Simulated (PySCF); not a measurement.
## A study: C₁₀H₈, SMILES `c1ccc2cccc2cc1`

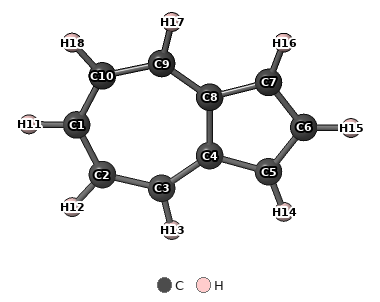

The molecule, with its atoms numbered as below. No frequency check shows the geometry to be a minimum.

Coordinates in Å:

```
C1       2.4826   -0.0000    0.0000
C2       1.8951    1.2576    0.0000
C3       0.5474    1.5877    0.0000
C4      -0.5467    0.7436    0.0000
C5      -1.8866    1.1368    0.0000
C6      -2.6893   -0.0000    0.0000
C7      -1.8867   -1.1367    0.0000
C8      -0.5468   -0.7436    0.0000
C9       0.5474   -1.5877    0.0000
C10      1.8950   -1.2576    0.0000
H11      3.5670   -0.0001    0.0000
H12      2.5837    2.0940    0.0000
H13      0.3159    2.6478    0.0000
H14     -2.2339    2.1539    0.0000
H15     -3.7656   -0.0002    0.0000
H16     -2.2340   -2.1538    0.0000
H17      0.3158   -2.6478    0.0000
H18      2.5836   -2.0941    0.0000
```

### 1. Bonding charge

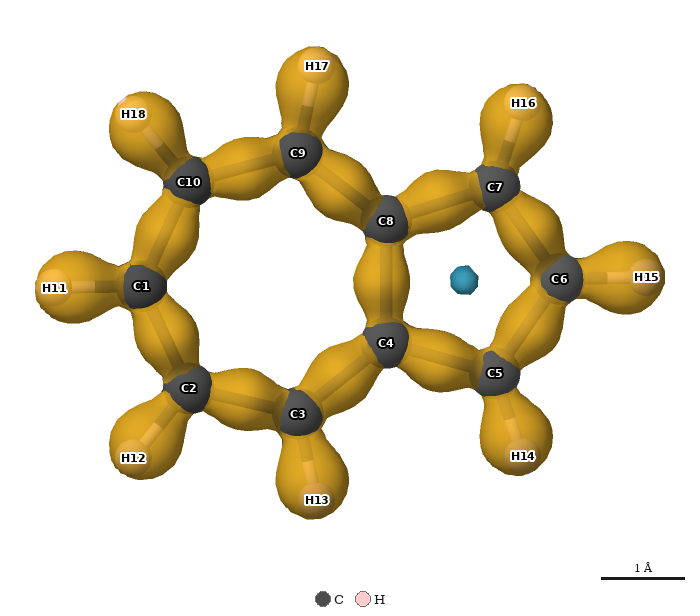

Deformation density (molecule less spherical, spin-averaged free atoms at the same positions), surfaces at ±0.2 e/Å³; yellow: gain, teal: loss.

PySCF calculation, TPSSh/def2-SVP, gas phase; geometry: GFN2-xTB.

Q: Describe the bonding that the map shows.

A: The five largest and four smallest: C6–H15: +0.71 e/Å³ at the bond critical point (bond length 1.08 Å, Mayer order 1.0). C3–H13 and C9–H17: +0.71 e/Å³ at the bond critical point (bond length 1.08 Å, Mayer order 1.0). C1–H11: +0.71 e/Å³ at the bond critical point (bond length 1.08 Å, Mayer order 1.0). C2–H12 and C10–H18: +0.70 e/Å³ at the bond critical point (bond length 1.08 Å, Mayer order 1.0). C5–H14 and C7–H16: +0.69 e/Å³ at the bond critical point (bond length 1.07 Å, Mayer order 1.0). C1–C2 and C1–C10: +0.61 e/Å³ at the bond critical point (bond length 1.39 Å, Mayer order 1.4). C6–C7 and C5–C6: +0.60 e/Å³ at the bond critical point (bond length 1.39 Å, Mayer order 1.3). C4–C5 and C7–C8: +0.60 e/Å³ at the bond critical point (bond length 1.40 Å, Mayer order 1.3). C4–C8: +0.49 e/Å³ at the bond critical point (bond length 1.49 Å, Mayer order 1.0). In all, 4.2 electrons gather in the regions of gain relative to the promolecule.

Q: Where do the Hirshfeld charges lie?

A: The highest Hirshfeld charge is on H13 and H17 (+0.05 e), the lowest on C5 and C7 (−0.08 e).

### 2. Bond critical points

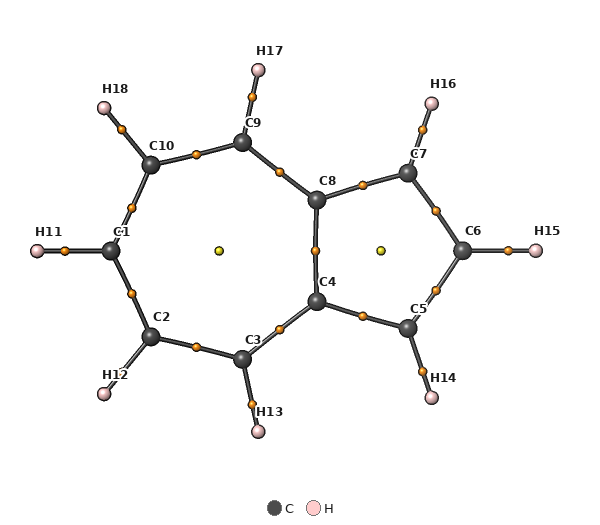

Molecular graph of the electron density (QTAIM): bond paths, bond critical points (orange), ring points (yellow, if any); weak paths are dashed.

Q: How many critical points of each kind are there, and does the count close?

A: 18 nuclei, 19 bond, 2 ring and 0 cage critical points: 18 − 19 + 2 − 0 = 1, as the Poincaré–Hopf relation requires.

Q: Tabulate density, Laplacian, ellipticity and energy density at the bond critical points (atomic units).

A:
```csv
bond,length (Å),ρ (a.u.),∇²ρ (a.u.),ε,H (a.u.)
C3–C4 (2 alike),1.382,0.313,−0.81,0.20,−0.304
C2–C3 (2 alike),1.387,0.310,−0.80,0.21,−0.299
C1–C2 (2 alike),1.388,0.309,−0.79,0.22,−0.297
C6–C7 (2 alike),1.392,0.308,−0.77,0.24,−0.296
C4–C5 (2 alike),1.396,0.306,−0.76,0.23,−0.291
C6–H15,1.076,0.286,−1.09,0.01,−0.313
C1–H11,1.084,0.284,−1.07,0.01,−0.308
C5–H14 (2 alike),1.075,0.284,−1.07,0.03,−0.310
C3–H13 (2 alike),1.085,0.284,−1.07,0.00,−0.307
C2–H12 (2 alike),1.083,0.283,−1.05,0.02,−0.306
C4–C8,1.487,0.262,−0.62,0.07,−0.219
```

Q: What kind of interaction is C3–C4?

A: Shared-shell (covalent): ρ = 0.313, ∇²ρ = −0.81, H = −0.304 a.u. Its ellipticity of 0.20 shows that the density isn't cylindrical about the bond.

### 3. Electrostatic potential

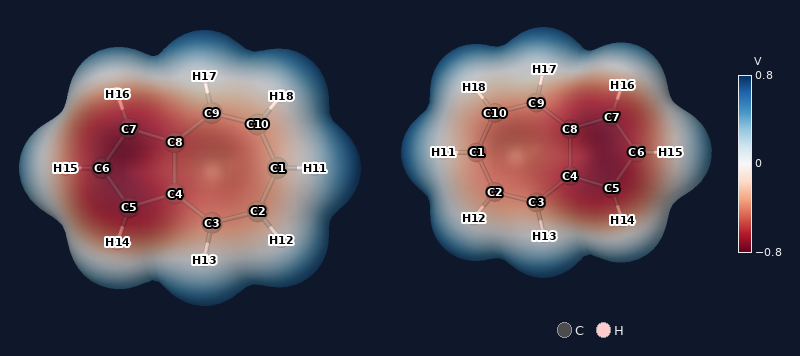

Electrostatic potential on the surface of electron density 0.001 a.u. (back view left, front view right).

Q: Where are the extremes of the potential on the surface?

A: Highest: 0.67 V, 1.3 Å from H11. Lowest: −0.78 V, off the C6–C7 bond (2.1 to 2.2 Å from its atoms), and at like points elsewhere. The surface is sampled at points, so like sites can differ by a few per cent and only the strongest of them is named.

### 4. Excited states

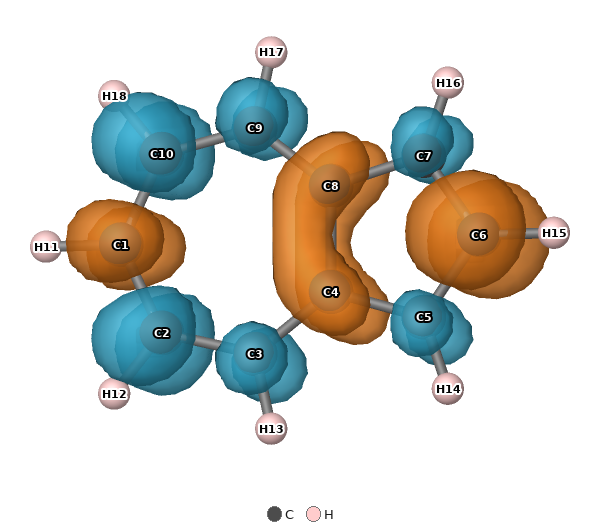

Unrelaxed difference density of S₃ less the ground state (CIS singlet states), ±0.01 e/Å³; light blue: gain, orange: loss.

Computed with PySCF, HF/6-31G*, geometry: GFN2-xTB. Without diffuse functions Rydberg states are missing, so the states' numbers hold for this basis only.

Q: How does the charge move on excitation?

A: 0.37 e is displaced in all, of which about 0.3 e passes between atoms: C6 (0.12 e) and C4 and C8 (0.05 e each) lose electrons and C2 and C10 (0.08 e each) gain them. The state: 5.73 eV (216 nm), f = 0.180 (bright), π → π*; the leading pair carries 78 %; hole on C6 (15 %), C4 and C8 (13 % each) and C1 (11 %), electron on C2, C3, C9 and C10 (12 % each), C4, C5, C7 and C8 (9 % each) and C1 (7 %) (shares are of the whole state, not of the leading pair alone); their centroids lie 0.7 Å apart.

### 5. Localised orbitals

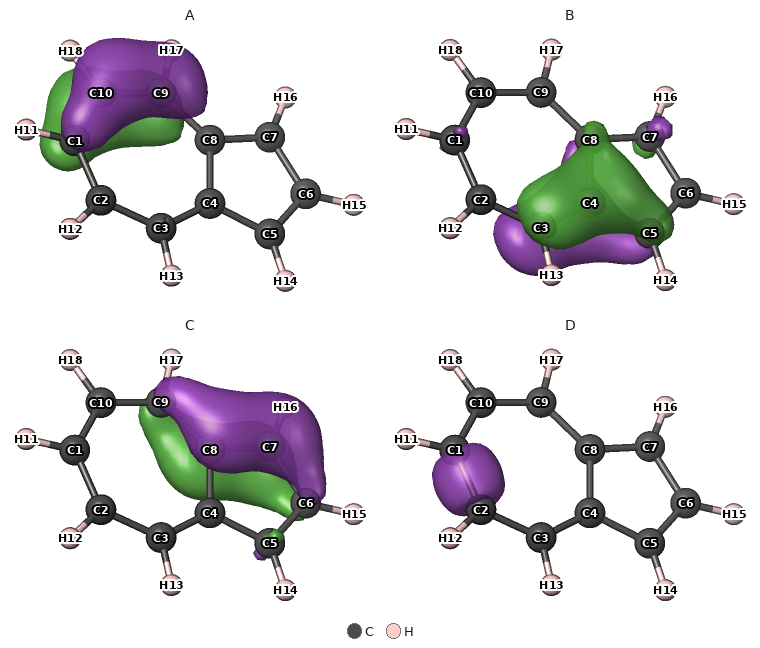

Pipek–Mezey orbitals, occupied; each surface holds about 70 % of the orbital's density. Energies are diagonal elements of the Fock matrix.

Computed with PySCF, TPSSh/cc-pVDZ, geometry: GFN2-xTB.

Q: What does each orbital represent in a Lewis picture?

A: By panel:
- A: delocalised π orbital mainly over C10, C9 and C1 (C10 48 %, C9 31 %, C1 12 %; −7.9 eV)
- B: delocalised π orbital mainly over C4, C3 and C5 and further atoms (C4 46 %, C3 30 %, C5 8 %; −7.8 eV)
- C: delocalised π orbital mainly over C7, C8 and C9 and further atoms (C7 42 %, C8 40 %, C9 7 %; −7.5 eV)
- D: σ bond C1–C2 (C1 50 %, C2 49 %; −15.9 eV)

Q: How do all the valence pairs divide up?

A: 24 pairs: 19 σ bonds and 5 delocalised π orbitals.
